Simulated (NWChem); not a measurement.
**C6H2I2OS (SMILES O=C1C(I)=CC(=S)C=C1I): S12h/def2-SVP (core potential)**

Aim: the vertical ionisation energy of C6H2I2OS at S12h/def2-SVP (core potential), from 2 runs. 

Program for the calculation: NWChem 7.3.0.

## (1) Starting point

C6H2I2OS: 12 atoms, total charge 0, spin state singlet. SMILES: `O=C1C(I)=CC(=S)C=C1I`. The coordinates come from a GFN2-xTB relaxation.

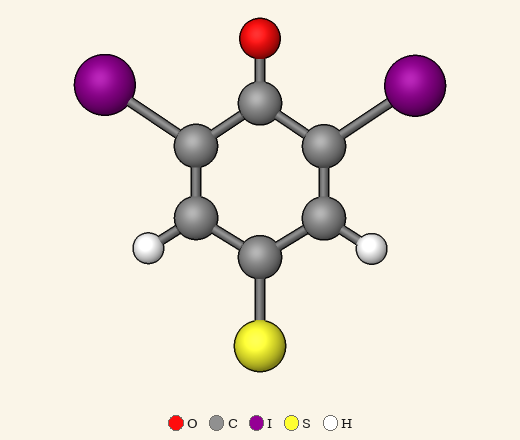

Viewed from a chosen angle; oxygen red, carbon grey, iodine purple, sulfur yellow, hydrogen white.

## (2) The charge distribution at S12h/def2-SVP (core potential)

The input, c6h2i2os.nw:

```
echo
start c6h2i2os
title "C6H2I2OS properties"
memory total 2900 mb
geometry noautosym nocenter noautoz
  O      0.000000     2.613900     0.000000
  C      0.000000     1.404010     0.000000
  C      1.233730     0.604450     0.000000
  I      2.990350     1.739850     0.000000
  C      1.231990    -0.742200     0.000000
  C      0.000000    -1.472180     0.000000
  S      0.000000    -3.130470     0.000000
  C     -1.231990    -0.742200     0.000000
  C     -1.233730     0.604450     0.000000
  I     -2.990350     1.739850     0.000000
  H      2.151010    -1.309720     0.000000
  H     -2.151010    -1.309720     0.000000
end
basis spherical
  * library def2-SVP
end
ecp
  I library def2-ecp
end
dft
  xc s12h
  grid medium
  iterations 100
  mulliken
end
property
  quadrupole
  esp
  mulliken
  dipole
end
task dft property
```

Command:

```sh
$ nwchem c6h2i2os.nw > c6h2i2os.out
```

What it wrote:

```text
[...]
          Wavefunction type:  closed shell.
          No. of atoms     :    12
          No. of electrons :   112
[...]
          Charge           :     0
          Spin multiplicity:     1
[...]
          AO basis - number of functions:   178
[...]
              XC Information
              --------------
                         S12h Method XC Functional
                     Hartree-Fock (Exact) Exchange  0.250
                        Slater Exchange Functional  0.769 local
                S12h(GGA-part) Exchange Functional  0.750 non-local
            Perdew 1991 LDA Correlation Functional  1.000 local
           PerdewBurkeErnz. Correlation Functional  1.000 non-local
[...]
 d= 0,ls=0.0,diis     1  -1298.3074459219 -2.15D+03  2.42D-02  1.79D+00     8.1
[...]
 d= 0,ls=0.0,diis    11  -1298.5535257830 -1.40D-08  1.45D-06  4.47D-08    84.6
         Total DFT energy =    -1298.553525783032
      One electron energy =    -3688.048134045964
           Coulomb energy =     1652.946941665414
    Exchange-Corr. energy =     -112.294403351241
 Nuclear repulsion energy =      848.849431753111
    Dispersion correction =       -0.007361804353
[...]
      Total Density - Mulliken Population Analysis
     ---------------------------------------------
    Atom       Charge   Shell Charges
 -----------   ------   -------------------------------------------------------
    1 O    8     8.16   1.99  1.12  0.65  2.80  1.58  0.02
    2 C    6     5.74   1.99  0.96  0.10  2.03  0.56  0.10
    3 C    6     6.26   1.99  0.96  0.12  2.00  1.14  0.04
    4 I   25    24.83   1.83  0.22  1.32  0.58  2.94  3.12  2.56  2.21  9.81  0.24
    5 C    6     5.91   1.99  0.92  0.36  2.09  0.52  0.03
    6 C    6     6.13   1.99  0.97  0.09  2.03  1.00  0.05
    7 S   16    16.03   2.00  1.99  1.26  0.69  5.93  1.78  2.33  0.06
    8 C    6     5.91   1.99  0.92  0.36  2.09  0.52  0.03
    9 C    6     6.26   1.99  0.96  0.12  2.00  1.14  0.04
   10 I   25    24.83   1.83  0.22  1.32  0.58  2.94  3.12  2.56  2.21  9.81  0.24
[...]
   Dipole moment        0.9162145931 Debye(s)
             DMX       -0.0000001346 DMXEFC        0.0000000000
             DMY       -0.9162145931 DMYEFC        0.0000000000
             DMZ        0.0000000151 DMZEFC        0.0000000000
   -EFC- dipole         0.0000000000 DEBYE(S)
   Total dipole         0.9162145931 DEBYE(S)
[...]
```

Run time: 86 s. Hardware: 1 thread of Intel Xeon 6975P-C (Granite Rapids), shared host; peak memory 0.14 GiB.

Atomic charges (e):

| atom | Löwdin |
| --- | --- |
| O1 | -0.100 |
| C2 | +0.030 |
| C3 | -0.190 |
| I4 | +0.230 |
| C5 | -0.030 |
| C6 | -0.160 |
| S7 | +0.120 |
| C8 | -0.030 |
| C9 | -0.190 |
| I10 | +0.230 |
| H11 | +0.050 |
| H12 | +0.050 |

## (3) The doublet cation

The input, test.nw:

```
start test
title "C6H2I2OS properties"
memory stack 1160 mb heap 290 mb global 1450 mb
charge 1

geometry noautosym nocenter noautoz
 O     0.000000    2.613900    0.000000
 C     0.000000    1.404010    0.000000
 C     1.233730    0.604450    0.000000
 I     2.990350    1.739850    0.000000
 C     1.231990   -0.742200    0.000000
 C     0.000000   -1.472180    0.000000
 S     0.000000   -3.130470    0.000000
 C    -1.231990   -0.742200    0.000000
 C    -1.233730    0.604450    0.000000
 I    -2.990350    1.739850    0.000000
 H     2.151010   -1.309720    0.000000
 H    -2.151010   -1.309720    0.000000
end

basis "ao basis" spherical
 * library def2-SVP
end

ecp
 I library def2-ecp
end

dft
 xc s12h
 mult 2
 grid medium
 maxiter 150
 mulliken
end

property
 quadrupole
 esp
 mulliken
 dipole
end

task dft property
```

Command:

```sh
$ nwchem test.nw > test.out
```

What it wrote:

```text
[...]
          Wavefunction type:  spin polarized.
          No. of atoms     :    12
          No. of electrons :   111
[...]
          Charge           :     1
          Spin multiplicity:     2
[...]
          AO basis - number of functions:   178
[...]
              XC Information
              --------------
                         S12h Method XC Functional
                     Hartree-Fock (Exact) Exchange  0.250
                        Slater Exchange Functional  0.769 local
                S12h(GGA-part) Exchange Functional  0.750 non-local
            Perdew 1991 LDA Correlation Functional  1.000 local
           PerdewBurkeErnz. Correlation Functional  1.000 non-local
[...]
 d= 0,ls=0.0,diis     1  -1297.9674035225 -2.15D+03  1.17D-02  4.82D-01     9.7
[...]
 d= 0,ls=0.5,diis    68  -1298.2371189934 -9.13D-08  5.92D-07  8.57D-09   605.0
[...]
         Total DFT energy =    -1298.237119066311
      One electron energy =    -3669.329093758390
           Coulomb energy =     1634.226175081051
    Exchange-Corr. energy =     -111.976270337731
 Nuclear repulsion energy =      848.849431753111
    Dispersion correction =       -0.007361804353
[...]
      Total Density - Mulliken Population Analysis
     ---------------------------------------------
    Atom       Charge   Shell Charges
 -----------   ------   -------------------------------------------------------
    1 O    8     8.09   1.99  1.13  0.65  2.78  1.52  0.02
    2 C    6     5.73   1.99  0.96  0.10  2.04  0.55  0.10
    3 C    6     6.26   1.99  0.97  0.12  1.99  1.15  0.04
    4 I   25    24.62   1.83  0.22  1.35  0.56  2.94  3.11  2.55  2.01  9.81  0.24
    5 C    6     5.91   1.99  0.92  0.32  2.10  0.55  0.03
    6 C    6     6.14   1.99  0.99  0.04  2.04  1.03  0.05
    7 S   16    15.60   2.00  1.99  1.34  0.61  5.93  1.75  1.92  0.06
    8 C    6     5.91   1.99  0.92  0.32  2.10  0.55  0.03
    9 C    6     6.26   1.99  0.97  0.12  1.99  1.15  0.04
   10 I   25    24.62   1.83  0.22  1.35  0.56  2.94  3.11  2.55  2.01  9.81  0.24
[...]
      <S2> =      0.7735 (Exact =     0.7500)
[...]
   Dipole moment        5.4413051527 Debye(s)
             DMX       -0.0000002097 DMXEFC        0.0000000000
             DMY       -5.4413051527 DMYEFC        0.0000000000
             DMZ        0.0000000194 DMZEFC        0.0000000000
   -EFC- dipole         0.0000000000 DEBYE(S)
   Total dipole         5.4413051527 DEBYE(S)
[...]
```

Wall time 10 min (1 thread of Intel Xeon 6975P-C (Granite Rapids), shared host); peak memory 0.14 GiB.

Atomic charges (e):

| atom | Löwdin |
| --- | --- |
| O1 | -0.030 |
| C2 | +0.040 |
| C3 | -0.150 |
| I4 | +0.410 |
| C5 | -0.040 |
| C6 | -0.120 |
| S7 | +0.550 |
| C8 | -0.040 |
| C9 | -0.150 |
| I10 | +0.410 |
| H11 | +0.060 |
| H12 | +0.060 |

## (4) Results

Level: S12h/def2-SVP (core potential).

| quantity | value |
| --- | --- |
| singlet C6H2I2OS: total energy | -1298.55353 Eh |
| singlet C6H2I2OS: dipole moment | 0.92 D |
| singlet C6H2I2OS: HOMO energy | -7.20 eV |
| singlet C6H2I2OS: LUMO energy | -4.43 eV |
| singlet C6H2I2OS: HOMO–LUMO gap | 2.77 eV |
| singlet C6H2I2OS: dispersion energy | -19.33 kJ/mol |
| doublet cation: total energy | -1298.23712 Eh |
| doublet cation: HOMO energy (highest over α and β) | -11.34 eV |
| doublet cation: LUMO energy (lowest over α and β) | -9.87 eV |
| doublet cation: dispersion energy | -19.33 kJ/mol |
| doublet cation: ⟨S²⟩ | 0.773 |
| vertical ionisation energy (to the doublet cation) | 8.610 eV |

What this shows: The vertical ionisation energy comes to 8.61 eV (831 kJ/mol). The negative HOMO energy of the first species, 7.20 eV, lies 1.41 eV below that difference.
